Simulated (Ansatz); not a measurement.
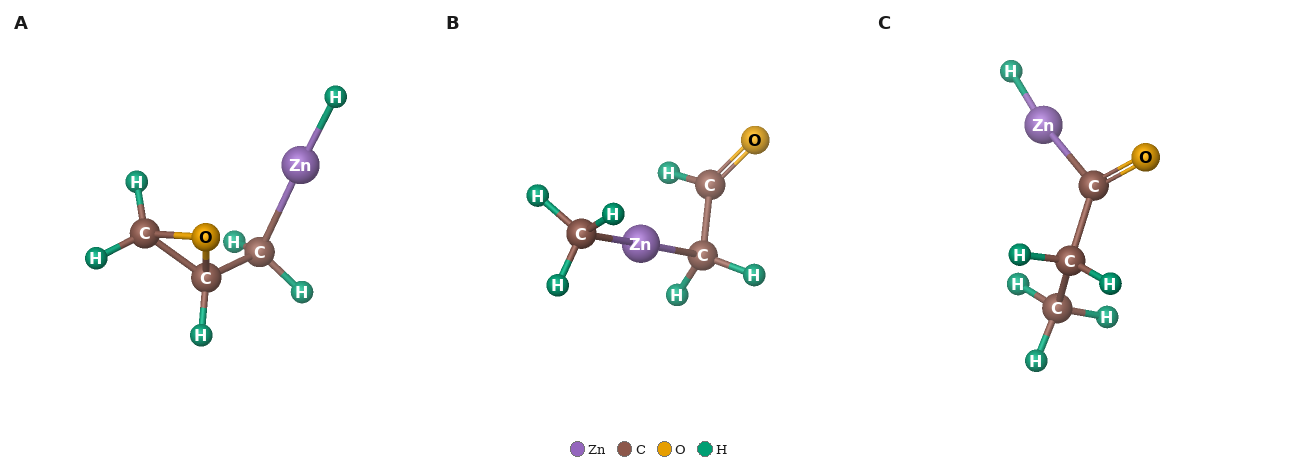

3 stationary structures of one formula. Geometries: PBE0-D4/def2-TZVP. Electronic energies: B3LYP-D4/def2-TZVPP (Ansatz 0.2.0), without zero-point energy. No frequency run is at hand to confirm each as a minimum. Each is one conformer, not always the lowest.

### How are they related?

They are constitutional isomers of C3H6OZn: A `[ZnH][CH2][C@@H]1CO1`, B `[CH3][Zn][CH2]C=O`, C `CC[C](=O)[ZnH]`.

### Which structure is the most stable?

B is lowest; C lies 12.9 kcal/mol above it, A lies 34.6 kcal/mol above it.
